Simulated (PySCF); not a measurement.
# CeF₆ (-3): ligand-field states

Wanted: ligand-field states for CeF₆ (-3).

Computed with PySCF 2.14.0 and routines of our own; the level stands in each step. Atoms count from 0.

## 1. The system as given

7 atoms, charge -3, states of the metal's open shell are computed; geometry from: model geometry, bond lengths from ionic radii.

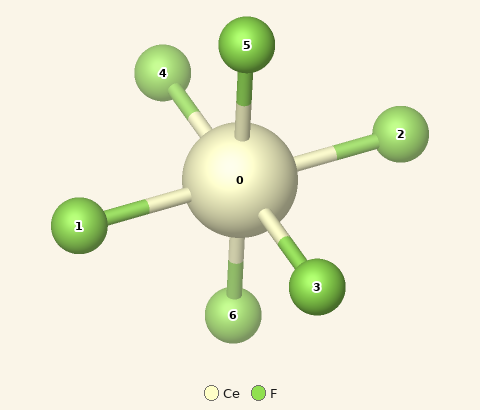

The starting geometry (cerium light yellow, fluorine green); sticks join atoms by distance alone.

## 2. Ligand-field states: state-averaged CASSCF in water

Job settings and geometry (Å):

```
{"job": {"kind": "lf", "basis": {"metal": "x2c-TZVPall", "ligand": "x2c-SVPall"}, "nevpt": true, "solvent": "water"}, "charge": -3, "metal": "Ce", "open_shell": "f1"}
Ce     0.000000     0.000000     0.000000
F      0.000000     0.000000     2.310000
F      0.000000     0.000000    -2.310000
F      2.310000     0.000000     0.000000
F     -2.310000     0.000000     0.000000
F      0.000000     2.310000     0.000000
F     -0.000000    -2.310000     0.000000
```

Method: state-averaged CASSCF of the metal f shell, SC-NEVPT2 on the averaged canonical orbitals, state-interaction spin-orbit coupling.

Run with:

```console
OMP_NUM_THREADS=1 python lf_run.py task.json out
```

One launch serves the whole session: the jobs run in the order shown.

The log of the run, shortened:

```text
basis functions 188, electrons 115, active (1e, 7o)
stage 1: DIIS on the effective Fock matrix, level shift 0.30
cycle   1  E = -9452.3763593980  dE = -9.452e+03  max|g| = 2.262e+00
cycle   2  E = -9449.4545084401  dE =  2.922e+00  max|g| = 4.705e+00
cycle   3  E = -9451.7932140159  dE = -2.339e+00  max|g| = 2.146e+00
cycle   4  E = -9453.8405389591  dE = -2.047e+00  max|g| = 4.938e-01
cycle   5  E = -9454.1076238547  dE = -2.671e-01  max|g| = 9.653e-02
cycle   6  E = -9454.0812795287  dE =  2.634e-02  max|g| = 2.775e-01
cycle   7  E = -9454.1137060766  dE = -3.243e-02  max|g| = 1.925e-01
cycle   8  E = -9454.1370080266  dE = -2.330e-02  max|g| = 8.131e-02
cycle   9  E = -9454.1421248786  dE = -5.117e-03  max|g| = 3.203e-02
cycle  10  E = -9454.1419044892  dE =  2.204e-04  max|g| = 4.592e-02
[... 15 cycles left out ...]
cycle  26  E = -9454.1435576984  dE = -3.299e-08  max|g| = 1.885e-04
cycle  27  E = -9454.1435577146  dE = -1.622e-08  max|g| = 1.312e-04
cycle  28  E = -9454.1435577226  dE = -7.933e-09  max|g| = 9.557e-05
cycle  29  E = -9454.1435577265  dE = -3.924e-09  max|g| = 7.554e-05
cycle  30  E = -9454.1435577284  dE = -1.943e-09  max|g| = 5.298e-05
cycle  31  E = -9454.1435577294  dE = -9.841e-10  max|g| = 3.696e-05
cycle  32  E = -9454.1435577299  dE = -4.966e-10  max|g| = 2.366e-05
cycle  33  E = -9454.1435577301  dE = -2.401e-10  max|g| = 1.728e-05
cycle  34  E = -9454.1435577303  dE = -1.128e-10  max|g| = 1.224e-05
cycle  35  E = -9454.1435577303  dE = -6.185e-11  max|g| = 7.816e-06
converged average energy = -9454.1435577303

 mult deg   label        CASSCF/cm-1   NEVPT2/cm-1
   2   1   2A2u                0.0           0.0
   2   3   2T2u              742.7         856.9
   2   3   2T1u             2033.9        2314.2

spin-orbit levels / cm-1
      0.00  x2  2A2u 0.61 2T2u 0.39
   1149.20  x4  2T2u 0.67 2T1u 0.33
   2367.69  x2  2T2u 0.61 2A2u 0.39
   3539.70  x4  2T1u 0.67 2T2u 0.33
   4225.19  x2  2T1u 1.00
```

It took 62 s on 1 thread of Arm Neoverse N1, shared host; peak memory 0.55 GiB.

In short:

| quantity | value |
| --- | --- |
| spin-orbit constant ζ | 668 cm⁻¹ |

Powder susceptibility:

```
T (K)  χT (cm³ K/mol)  μ(eff)
    2           0.101    0.90
    5           0.103    0.91
   10           0.107    0.93
   20           0.116    0.96
   30           0.124    0.99
   50           0.141    1.06
   75           0.161    1.14
  100           0.182    1.21
  150           0.224    1.34
  200           0.266    1.46
  250           0.308    1.57
  300           0.349    1.67
```

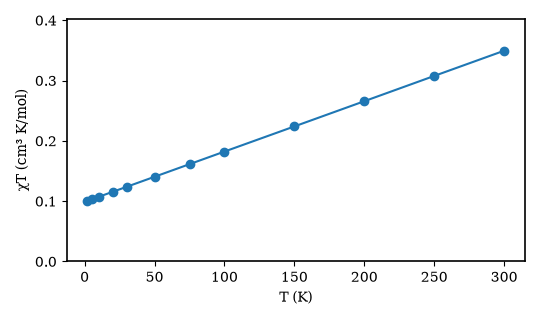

χT against temperature.

Orbitals, density, ELF and potential are computed afterwards from the orbital file.

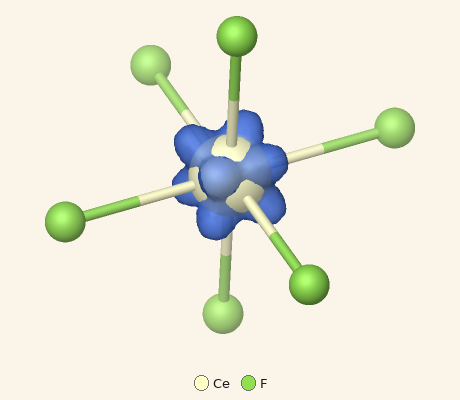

Spin density at ±0.2 e/Å³ (alpha excess blue, beta excess red).

In these pictures sticks join atoms by distance alone, so bonds to metals can be missing or extra.

## 3. Ligand-field states: state-averaged CASSCF (axial bond length × 0.9) in water

Job settings and geometry (Å):

```
{"job": {"kind": "lf", "basis": {"metal": "x2c-TZVPall", "ligand": "x2c-SVPall"}, "nevpt": true, "solvent": "water", "reuse": true}, "charge": -3, "metal": "Ce", "open_shell": "f1"}
Ce     0.000000     0.000000     0.000000
F      0.000000     0.000000     2.079000
F      0.000000     0.000000    -2.079000
F      2.310000     0.000000     0.000000
F     -2.310000     0.000000     0.000000
F      0.000000     2.310000     0.000000
F     -0.000000    -2.310000     0.000000
```

Method: state-averaged CASSCF of the metal f shell, SC-NEVPT2 on the averaged canonical orbitals, state-interaction spin-orbit coupling.

The log of the run:

```text
basis functions 188, electrons 115, active (1e, 7o)
start from the orbitals of the previous structure
stage 1: DIIS on the effective Fock matrix, level shift 0.30
cycle   1  E = -9452.0356485436  dE = -9.452e+03  max|g| = 2.862e+01
cycle   2  E = -9454.0103228877  dE = -1.975e+00  max|g| = 5.724e-01
cycle   3  E = -9454.0988198152  dE = -8.850e-02  max|g| = 1.195e-01
cycle   4  E = -9454.1067301021  dE = -7.910e-03  max|g| = 4.617e-02
cycle   5  E = -9454.1101069038  dE = -3.377e-03  max|g| = 2.396e-02
cycle   6  E = -9454.1105570586  dE = -4.502e-04  max|g| = 1.474e-02
cycle   7  E = -9454.1106830957  dE = -1.260e-04  max|g| = 8.383e-03
cycle   8  E = -9454.1107266694  dE = -4.357e-05  max|g| = 4.159e-03
cycle   9  E = -9454.1107370478  dE = -1.038e-05  max|g| = 1.995e-03
cycle  10  E = -9454.1107400958  dE = -3.048e-06  max|g| = 9.229e-04
cycle  11  E = -9454.1107408371  dE = -7.413e-07  max|g| = 4.054e-04
cycle  12  E = -9454.1107410559  dE = -2.188e-07  max|g| = 2.511e-04
cycle  13  E = -9454.1107411094  dE = -5.353e-08  max|g| = 1.448e-04
cycle  14  E = -9454.1107411263  dE = -1.686e-08  max|g| = 8.305e-05
cycle  15  E = -9454.1107411315  dE = -5.270e-09  max|g| = 4.734e-05
cycle  16  E = -9454.1107411333  dE = -1.763e-09  max|g| = 2.612e-05
cycle  17  E = -9454.1107411339  dE = -5.548e-10  max|g| = 1.418e-05
cycle  18  E = -9454.1107411340  dE = -1.546e-10  max|g| = 7.355e-06
converged average energy = -9454.1107411340

 mult deg   label        CASSCF/cm-1   NEVPT2/cm-1
   2   1   2B1u                0.0           0.0
   2   1   2B2u              748.3         874.4
   2   2   2Eu              1072.7        1233.8
   2   2   2Eu              2327.7        2659.5
   2   1   2A2u             3600.1        4038.7

spin-orbit levels / cm-1
      0.00  x2  2B1u 0.66 2Eu 0.20 2B2u 0.14
   1137.64  x2  2B2u 0.46 2Eu 0.30 2Eu 0.24
   1774.65  x2  2Eu 0.72 2Eu 0.17 2A2u 0.11
   2407.85  x2  2Eu 0.41 2B1u 0.33 2B2u 0.26
   3840.55  x2  2Eu 0.76 2B2u 0.14 2Eu 0.09
   3913.75  x2  2Eu 0.67 2Eu 0.26 2A2u 0.07
   5357.96  x2  2A2u 0.82 2Eu 0.16
```

It took 34 s on 1 thread of Arm Neoverse N1, shared host; peak memory 0.58 GiB.

From this job:

```
             quantity     value
spin-orbit constant ζ  664 cm⁻¹
```

Powder susceptibility:

```
T (K)  χT (cm³ K/mol)  μ(eff)
    2           0.071    0.75
   20           0.084    0.82
  100           0.144    1.07
  300           0.293    1.53
```

## 4. Ligand-field states: state-averaged CASSCF (axial bond length × 0.95) in water

The job, as its differences from that of step 3:

```diff
@@ -2,4 +2,4 @@
 Ce     0.000000     0.000000     0.000000
-F      0.000000     0.000000     2.079000
-F      0.000000     0.000000    -2.079000
+F      0.000000     0.000000     2.194500
+F      0.000000     0.000000    -2.194500
 F      2.310000     0.000000     0.000000
```

Level: state-averaged CASSCF of the metal f shell, SC-NEVPT2 on the averaged canonical orbitals, state-interaction spin-orbit coupling.

The log of the run:

```text
basis functions 188, electrons 115, active (1e, 7o)
start from the orbitals of the previous structure
stage 1: DIIS on the effective Fock matrix, level shift 0.30
cycle   1  E = -9453.4345103576  dE = -9.453e+03  max|g| = 2.059e+01
cycle   2  E = -9454.1035134710  dE = -6.690e-01  max|g| = 3.562e-01
cycle   3  E = -9454.1318108089  dE = -2.830e-02  max|g| = 8.439e-02
cycle   4  E = -9454.1344331071  dE = -2.622e-03  max|g| = 2.787e-02
cycle   5  E = -9454.1352776117  dE = -8.445e-04  max|g| = 1.311e-02
cycle   6  E = -9454.1354051527  dE = -1.275e-04  max|g| = 7.235e-03
cycle   7  E = -9454.1354365922  dE = -3.144e-05  max|g| = 4.198e-03
cycle   8  E = -9454.1354495559  dE = -1.296e-05  max|g| = 2.048e-03
cycle   9  E = -9454.1354526915  dE = -3.136e-06  max|g| = 9.320e-04
cycle  10  E = -9454.1354533399  dE = -6.484e-07  max|g| = 4.105e-04
cycle  11  E = -9454.1354535021  dE = -1.622e-07  max|g| = 1.716e-04
cycle  12  E = -9454.1354535437  dE = -4.162e-08  max|g| = 8.890e-05
cycle  13  E = -9454.1354535534  dE = -9.646e-09  max|g| = 6.606e-05
cycle  14  E = -9454.1354535567  dE = -3.309e-09  max|g| = 3.814e-05
cycle  15  E = -9454.1354535579  dE = -1.166e-09  max|g| = 2.063e-05
cycle  16  E = -9454.1354535582  dE = -3.147e-10  max|g| = 1.196e-05
cycle  17  E = -9454.1354535583  dE = -1.019e-10  max|g| = 6.890e-06
converged average energy = -9454.1354535583

 mult deg   label        CASSCF/cm-1   NEVPT2/cm-1
   2   1   2B1u                0.0           0.0
   2   1   2B2u              743.5         862.0
   2   2   2Eu               874.4        1010.8
   2   2   2Eu              2127.2        2425.7
   2   1   2A2u             2665.6        3010.6

spin-orbit levels / cm-1
      0.00  x2  2B1u 0.63 2Eu 0.24 2B2u 0.13
   1118.57  x2  2B2u 0.45 2Eu 0.29 2Eu 0.27
   1429.44  x2  2Eu 0.69 2A2u 0.17 2Eu 0.15
   2382.45  x2  2Eu 0.39 2B1u 0.37 2B2u 0.24
   3651.45  x2  2Eu 0.71 2B2u 0.18 2Eu 0.10
   3726.49  x2  2Eu 0.50 2Eu 0.30 2A2u 0.20
   4586.17  x2  2A2u 0.64 2Eu 0.35
```

Wall time 33 s (1 thread of Arm Neoverse N1, shared host); peak memory 0.57 GiB.

In short:

```
             quantity     value
spin-orbit constant ζ  666 cm⁻¹
```

Powder susceptibility:

```
T (K)  χT (cm³ K/mol)  μ(eff)
    2           0.088    0.84
   20           0.102    0.90
  100           0.165    1.15
  300           0.323    1.61
```

## 5. Ligand-field states: state-averaged CASSCF (axial bond length × 1.05) in water

The job, as its differences from that of step 4:

```diff
@@ -2,4 +2,4 @@
 Ce     0.000000     0.000000     0.000000
-F      0.000000     0.000000     2.194500
-F      0.000000     0.000000    -2.194500
+F      0.000000     0.000000     2.425500
+F      0.000000     0.000000    -2.425500
 F      2.310000     0.000000     0.000000
```

With the program's defaults for keys left out, this is: state-averaged CASSCF of the metal f shell, SC-NEVPT2 on the averaged canonical orbitals, state-interaction spin-orbit coupling.

The log of the run:

```text
basis functions 188, electrons 115, active (1e, 7o)
start from the orbitals of the previous structure
stage 1: DIIS on the effective Fock matrix, level shift 0.30
cycle   1  E = -9452.9030982234  dE = -9.453e+03  max|g| = 1.874e+01
cycle   2  E = -9454.0737868719  dE = -1.171e+00  max|g| = 4.394e-01
cycle   3  E = -9454.1323392295  dE = -5.855e-02  max|g| = 1.017e-01
cycle   4  E = -9454.1384016514  dE = -6.062e-03  max|g| = 6.174e-02
cycle   5  E = -9454.1409798517  dE = -2.578e-03  max|g| = 2.388e-02
cycle   6  E = -9454.1413516568  dE = -3.718e-04  max|g| = 1.226e-02
cycle   7  E = -9454.1414387454  dE = -8.709e-05  max|g| = 6.751e-03
cycle   8  E = -9454.1414801653  dE = -4.142e-05  max|g| = 3.265e-03
cycle   9  E = -9454.1414883320  dE = -8.167e-06  max|g| = 1.765e-03
cycle  10  E = -9454.1414909280  dE = -2.596e-06  max|g| = 1.113e-03
cycle  11  E = -9454.1414915683  dE = -6.403e-07  max|g| = 3.469e-04
cycle  12  E = -9454.1414917176  dE = -1.492e-07  max|g| = 2.482e-04
cycle  13  E = -9454.1414917554  dE = -3.789e-08  max|g| = 2.023e-04
cycle  14  E = -9454.1414917702  dE = -1.476e-08  max|g| = 1.682e-04
cycle  15  E = -9454.1414917780  dE = -7.800e-09  max|g| = 9.536e-05
cycle  16  E = -9454.1414917802  dE = -2.196e-09  max|g| = 5.968e-05
cycle  17  E = -9454.1414917810  dE = -7.876e-10  max|g| = 3.769e-05
cycle  18  E = -9454.1414917813  dE = -3.256e-10  max|g| = 2.113e-05
cycle  19  E = -9454.1414917814  dE = -1.164e-10  max|g| = 1.167e-05
cycle  20  E = -9454.1414917814  dE = -2.547e-11  max|g| = 8.030e-06
converged average energy = -9454.1414917814

 mult deg   label        CASSCF/cm-1   NEVPT2/cm-1
   2   1   2B1u                0.0           0.0
   2   2   2Eu               642.5         737.5
   2   1   2B2u              744.6         856.5
   2   1   2A2u             1582.8        1816.1
   2   2   2Eu              2009.8        2282.3

spin-orbit levels / cm-1
      0.00  x2  2B1u 0.59 2Eu 0.27 2B2u 0.13
    919.53  x2  2Eu 0.65 2A2u 0.27 2Eu 0.08
   1205.00  x2  2B2u 0.45 2Eu 0.37 2Eu 0.18
   2352.38  x2  2Eu 0.43 2B1u 0.40 2B2u 0.16
   3306.97  x2  2A2u 0.60 2Eu 0.34 2Eu 0.06
   3479.60  x2  2Eu 0.63 2B2u 0.25 2Eu 0.11
   4139.18  x2  2Eu 0.86 2A2u 0.13
```

Run time: 36 s. Hardware: 1 thread of Arm Neoverse N1, shared host; peak memory 0.58 GiB.

Warnings kept with the result: spin Hamiltonian not valid, low-lying orbital states.

In short:

| quantity | value |
| --- | --- |
| spin-orbit constant ζ | 670 cm⁻¹ |

Powder susceptibility:

```
T (K)  χT (cm³ K/mol)  μ(eff)
    2           0.110    0.94
   20           0.126    1.00
  100           0.198    1.26
  300           0.378    1.74
```

## 6. Ligand-field states: state-averaged CASSCF (axial bond length × 1.1) in water

The job, as its differences from that of step 5:

```diff
@@ -2,4 +2,4 @@
 Ce     0.000000     0.000000     0.000000
-F      0.000000     0.000000     2.425500
-F      0.000000     0.000000    -2.425500
+F      0.000000     0.000000     2.541000
+F      0.000000     0.000000    -2.541000
 F      2.310000     0.000000     0.000000
```

Method: state-averaged CASSCF of the metal f shell, SC-NEVPT2 on the averaged canonical orbitals, state-interaction spin-orbit coupling.

The log of the run:

```text
basis functions 188, electrons 115, active (1e, 7o)
start from the orbitals of the previous structure
stage 1: DIIS on the effective Fock matrix, level shift 0.30
cycle   1  E = -9453.9528748761  dE = -9.454e+03  max|g| = 9.023e+00
cycle   2  E = -9454.1228706429  dE = -1.700e-01  max|g| = 1.389e-01
cycle   3  E = -9454.1319962282  dE = -9.126e-03  max|g| = 3.742e-02
cycle   4  E = -9454.1330039114  dE = -1.008e-03  max|g| = 2.511e-02
cycle   5  E = -9454.1334068343  dE = -4.029e-04  max|g| = 8.537e-03
cycle   6  E = -9454.1334692672  dE = -6.243e-05  max|g| = 4.800e-03
cycle   7  E = -9454.1334857676  dE = -1.650e-05  max|g| = 2.504e-03
cycle   8  E = -9454.1334916388  dE = -5.871e-06  max|g| = 1.170e-03
cycle   9  E = -9454.1334934570  dE = -1.818e-06  max|g| = 5.723e-04
cycle  10  E = -9454.1334939521  dE = -4.950e-07  max|g| = 3.034e-04
cycle  11  E = -9454.1334940636  dE = -1.116e-07  max|g| = 1.847e-04
cycle  12  E = -9454.1334940947  dE = -3.106e-08  max|g| = 1.115e-04
cycle  13  E = -9454.1334941047  dE = -1.000e-08  max|g| = 6.510e-05
cycle  14  E = -9454.1334941075  dE = -2.790e-09  max|g| = 3.747e-05
cycle  15  E = -9454.1334941085  dE = -1.031e-09  max|g| = 2.180e-05
cycle  16  E = -9454.1334941089  dE = -3.711e-10  max|g| = 1.265e-05
cycle  17  E = -9454.1334941090  dE = -1.128e-10  max|g| = 6.852e-06
converged average energy = -9454.1334941090

 mult deg   label        CASSCF/cm-1   NEVPT2/cm-1
   2   1   2B1u                0.0           0.0
   2   2   2Eu               558.7         638.4
   2   1   2B2u              748.0         859.1
   2   1   2A2u             1246.6        1444.1
   2   2   2Eu              2027.8        2298.4

spin-orbit levels / cm-1
      0.00  x2  2B1u 0.58 2Eu 0.28 2B2u 0.13
    730.94  x2  2Eu 0.63 2A2u 0.31 2Eu 0.06
   1270.87  x2  2B2u 0.46 2Eu 0.38 2Eu 0.15
   2334.97  x2  2Eu 0.46 2B1u 0.41 2B2u 0.13
   3089.62  x2  2A2u 0.63 2Eu 0.35
   3454.52  x2  2Eu 0.61 2B2u 0.28 2Eu 0.10
   4169.35  x2  2Eu 0.92 2A2u 0.06
```

Run time: 33 s. Hardware: 1 thread of Arm Neoverse N1, shared host; peak memory 0.59 GiB.

Warnings kept with the result: spin Hamiltonian not valid, low-lying orbital states.

From this job:

```csv
quantity,value
spin-orbit constant ζ,671 cm⁻¹
```

Powder susceptibility:

```
T (K)  χT (cm³ K/mol)  μ(eff)
    2           0.118    0.97
   20           0.136    1.04
  100           0.215    1.31
  300           0.410    1.81
```

## 7. Ligand field across the series

From the NEVPT2 states (cm⁻¹; the spread is that of the fitted one-electron ligand-field levels):

```
step                   setting  ground state   next state  orbital spread    ζ  μ(eff), 300 K
   2                  as given          2A2u  2T2u at 857            2314  668           1.67
   3   axial bond length × 0.9          2B1u  2B2u at 874            4039  664           1.53
   4  axial bond length × 0.95          2B1u  2B2u at 862            3011  666           1.61
   5  axial bond length × 1.05          2B1u   2Eu at 738            2282  670           1.74
   6   axial bond length × 1.1          2B1u   2Eu at 638            2298  671           1.81
```

## 8. Results

| quantity | value |
| --- | --- |
| spin-orbit constant ζ (step 2, state-averaged CASSCF in water) | 668 cm⁻¹ |
| ground multiplicity, μ(eff) at 300 K (step 2, 6 donors at 2.31 Å) | 2, 1.67 μB |
| ground multiplicity, μ(eff) at 300 K (step 3, 6 donors at 2.08 to 2.31 Å) | 2, 1.53 μB |
| ground multiplicity, μ(eff) at 300 K (step 4, 6 donors at 2.19 to 2.31 Å) | 2, 1.61 μB |
| ground multiplicity, μ(eff) at 300 K (step 5, 6 donors at 2.31 to 2.43 Å) | 2, 1.74 μB |
| ground multiplicity, μ(eff) at 300 K (step 6, 6 donors at 2.31 to 2.54 Å) | 2, 1.81 μB |

**Reading.** In step 2, χT goes from 0.10 at 2 K to 0.35 cm³ K/mol at 300 K, as higher levels fill or mix in. The spread of the ligand-field levels runs from 2282 cm⁻¹ (axial bond length × 1.05) to 4039 cm⁻¹ (axial bond length × 0.9); μ(eff) at 300 K: 1.53 to 1.81 μB.
